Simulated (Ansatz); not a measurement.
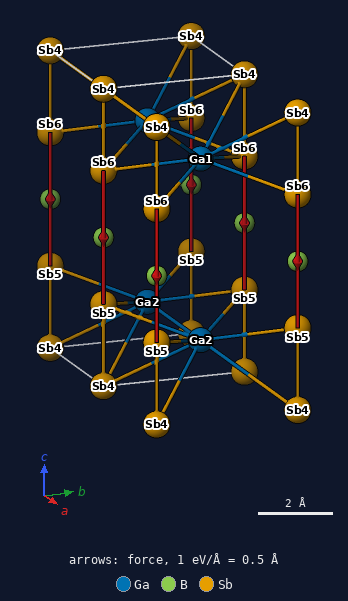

Starting geometry of solid Ga2BSb3 (a generated structure, set up in P4/mmm) (coarse preliminary run) with the computed forces as red arrows. Style: ball-and-stick. Shown: the cell of the calculation, repeated 2 × 1 × 1 with one cell outlined, slightly off an axis.

Method: DFT PBE, scalar-relativistic, plane waves, PAW (Ansatz 0.2.0).

The input:
```yaml
crystal:
  lattice:
    - [4.11254609, 0.0, 0.0]
    - [0.0, 4.11254609, 0.0]
    - [0.0, 0.0, 8.43265752]
  atoms:
    - { symbol: Ga, position: [0.5, 0.5, 0.80507995] }
    - { symbol: Ga, position: [0.5, 0.5, 0.19492005] }
    - { symbol: B, position: [0.0, 0.0, 0.5] }
    - { symbol: Sb, position: [0.0, 0.0, 0.0] }
    - { symbol: Sb, position: [0.0, 0.0, 0.27539975] }
    - { symbol: Sb, position: [0.0, 0.0, 0.72460025] }
basis:
  ecutwfc: 420
kpoints:
  mp_grid: { grid: [4, 4, 2] }
hamiltonian:
  xc: pbe
scf:
  occupations: { method: gaussian, width: 0.1 }
  lower_state_search: "off"
output:
  forces: true
  stress: true
  eigenvalues: true
relax:
  adjacent_minimum: "off"
  f_tol: 0.04
  max_steps: 70
  cell: { stress_tol: 0.4 }
```

Command:
```bash
ansatz run input.yaml --threads 1 --pin off --max-ram 2560MiB --backend cpu --events-out ev --progress --plain --runs-dir out
```

Question: What follows when this structure is relaxed?

Answer: It isn't relaxed: the largest force vector, on Sb atoms, is 4.34 eV/Å. The atoms end up moving mostly along the starting forces (cosine between the two patterns 0.88). The energy falls by 6.182 eV per cell of the calculation in 22 accepted moves (26 points after the start). The largest force component goes from 4.3 to 0.014 eV/Å. The pressure goes from 24.00 to −0.04 GPa. The line search rejected the trial step at point 8 of the run. The SCF was repeated 3 times at an unchanged geometry on a basis and grid sized afresh for the cell, which shifted the energy by 0.228 eV per cell of the calculation at most. The largest moves relative to the cell, 0.75 Å, are those of Sb5 and Sb6. Sb6 goes along −c. Largest moves by element: Sb 0.75 Å, Ga 0.47 Å. B stays in place. The drawn cell changes as follows: a = b 4.113 → 3.397 Å (−17.4 %), c 8.433 → 12.908 Å (+53.1 %); the volume changes by +4.4 %. Some distances before and after: Sb4–Sb5 2.322 → 4.305 Å, Ga1–Sb6 2.986 → 3.299 Å, B3–Sb5 1.894 → 2.148 Å, Ga1–Sb4 3.340 → 3.154 Å. Bonds break: Sb4–Sb5 (2.32 → 4.31 Å), Sb4–Sb6 (2.32 → 4.31 Å). The space group stays P4/mmm (No. 123).

Limits of the set-up: the k-point mesh is coarse for a cell with partly filled bands.
